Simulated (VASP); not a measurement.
Band structure of In (bct). Calculation: PBEsol GGA, VASP's PBE PAW potentials (set 64) (plane waves; VASP).

Unless said otherwise, spin-orbit coupling is left out, though it shifts the bands of the heavy elements here.

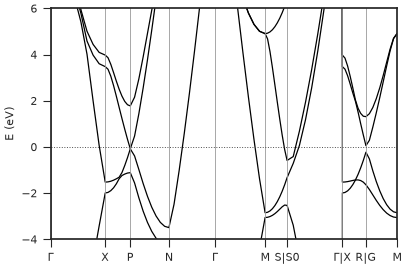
Figure: Bands along high-symmetry lines, zero at the valence-band maximum or, without a gap, the Fermi level

Q: Read the plot: is there a gap, and where are the band edges?

A: It has no gap at this level: it comes out as a metal or semimetal. (Edges off the drawn lines would not show.)

The compound is In in the bct structure. It was relaxed first.
